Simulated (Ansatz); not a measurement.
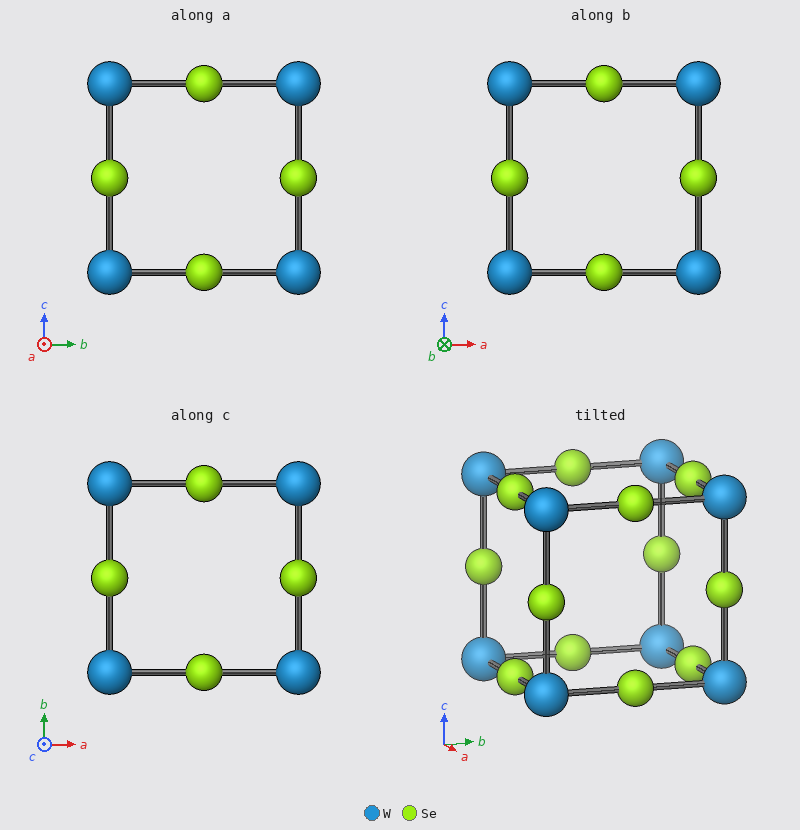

Shown here is a ball-and-stick view of the crystal, taken along the a axis, along the b axis, along the c axis and slightly off an axis. The wireframe shows the conventional unit cell.

Lattice parameters: a = 4.5820 Å, b = 4.5820 Å, c = 4.5820 Å, α = 90.000°, β = 90.000°, γ = 90.000°.

> Give the structure in the form of a CIF in P1 with every atom of the cell.

```cif
data_structure
_symmetry_space_group_name_H-M 'P 1'
_symmetry_Int_Tables_number 1
_cell_length_a 4.5820
_cell_length_b 4.5820
_cell_length_c 4.5820
_cell_angle_alpha 90.000
_cell_angle_beta 90.000
_cell_angle_gamma 90.000
_cell_volume 96.20
loop_
_atom_site_label
_atom_site_type_symbol
_atom_site_fract_x
_atom_site_fract_y
_atom_site_fract_z
_atom_site_occupancy
W1 W 0.0000 0.0000 0.0000 1
Se1 Se 0.0000 0.0000 0.5000 1
Se2 Se 0.0000 0.5000 0.0000 1
Se3 Se 0.5000 0.0000 0.0000 1
```

The cell started as a structure type filled with these elements by a generator (whether the compound takes this form wasn't checked). It was relaxed with DFT PBEsol, scalar-relativistic, plane waves, PAW in Ansatz under a constraint or pressure on the cell, so some stress remains.

At this level of theory the cell isn't at rest (compressed, at 25 GPa), so its distances can differ from those at equilibrium, the more so the softer the solid.
